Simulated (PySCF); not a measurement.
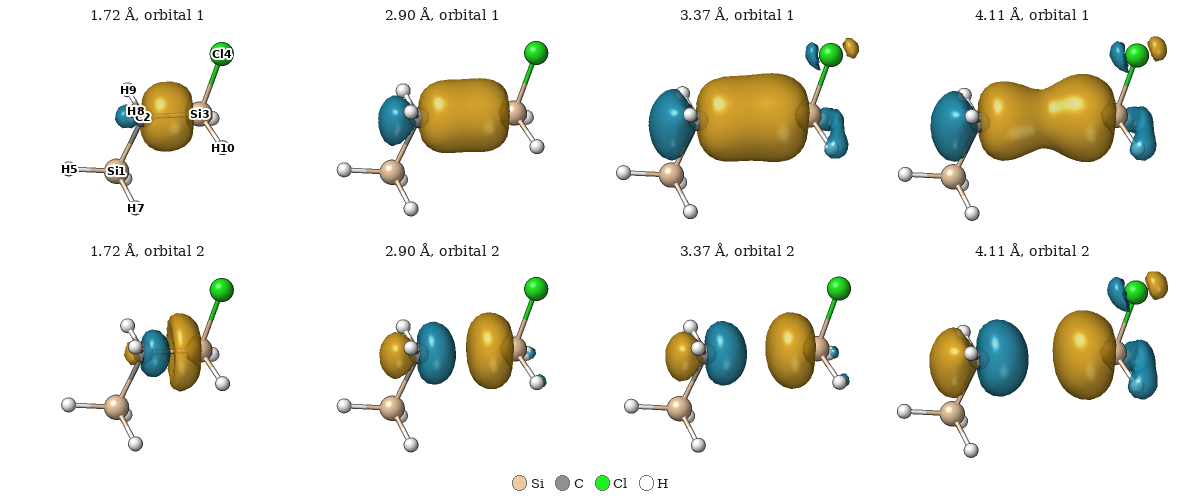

*CH₇ClSi₂, SMILES `[SiH3]C[SiH2]Cl`. Rigid stretch of the C2–Si3 bond. The two CASSCF(2,2) natural orbitals nearest half filling (orbital 1 the more occupied).*

Level of theory: def2-SVP basis (PySCF), at a geometry from GFN2-xTB. No frequency check shows the geometry to be a minimum. GFN2-xTB bond lengths at metals and heavier atoms can be off by up to 0.1 Å and shapes distorted, which carries into these values.

How do the occupations change along the stretch?

Answer. 1.72 Å: 1.99 and 0.01; 2.90 Å: 1.83 and 0.17; 3.37 Å: 1.62 and 0.38; 4.11 Å: 1.29 and 0.71. At the longest distance computed (5.24 Å) they are 1.06 and 0.94, and the effective number of unpaired electrons is 2.0.

Where does the UHF solution part from RHF?

Answer. Between 2.52 Å (⟨S²⟩ = 0, the two coincide) and 2.90 Å (⟨S²⟩ = 0.58); at 5.24 Å ⟨S²⟩ is 1.01 and UHF lies 4.3 eV below RHF.

How much energy does the stretch cost?

Answer. By CASSCF, 3.8 eV from the lowest point of the scan (1.87 Å) to 5.24 Å; RHF gives 7.6 eV from its own lowest point. The fragments aren't relaxed and dynamic correlation is missing, so this isn't a bond dissociation energy.

The PySCF run took 3.4 min on 1 thread of Intel(R) Xeon(R) 6975P-C (Granite Rapids), on a shared host, peak memory 0.29 GiB.
